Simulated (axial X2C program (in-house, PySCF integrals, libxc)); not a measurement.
# SnBr: EOM-IP-CCSD levels

Aim: EOM-IP-CCSD levels of SnBr, with spin–orbit coupling in the Hamiltonian from the start.

Method: two-component X2C with atomic mean-field terms, Sn dyall-acv3z, Br dyall-acv3z; program: an in-house X2C program for linear molecules on PySCF integrals.

All values are calculated.

### 1 Input

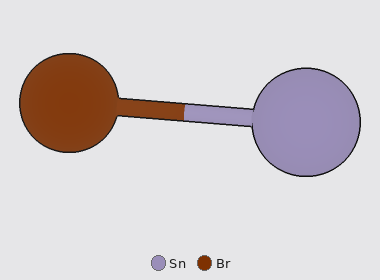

The two atoms at 2.540 Å (tin purple, bromine brown).

File task.json:

```json
{"zs": [50, 35], "q": 0, "bas": ["dyall-acv3z", "dyall-acv3z"], "r0": 2.54, "eom": "ip", "rq": -1, "thr": -1.0, "nmax": 95, "grid": [1, 0.96, 1.045, 0.92, 1.09, 1.15]}
```

Keys: zs atomic numbers; q charge; bas basis sets; r0 starting distance in Å; eom kind of EOM run; thr threshold in hartree for freezing inner shells (an s shell follows its p shell); nmax most natural virtual spinors; grid distances as factors.

On the command line:

```bash
$ python soeom.py task.json out
```

The runs that follow: EOM-IP-CCSD at 2.707 Å.

Before running it: what results should come out? Wanted: next root led by one particle; T1 of the reference.

The runs gave:

| quantity | value |
| --- | --- |
| lowest root at 2.707 Å | Ω = 1/2, 1.480 eV |
| next root led by one particle | Ω = 1/2, about 28120 cm⁻¹ higher |
| T1 of the reference | 0.011 |

What this shows: Removing an electron from the reference determinant of SnBr⁻ costs 1.48 eV and empties a spinor of 85% Sn pπ. The closed-shell reference lies 0.40 eV above the lowest determinant found, so these energies count from an excited configuration. Errors of 0.1 to 0.3 eV are usual at this size, and roots led by higher excitations are left out, so the list is incomplete, and low states of that kind can be missing. T1 or the largest double amplitude of the reference is raised, which lowers the reliability.
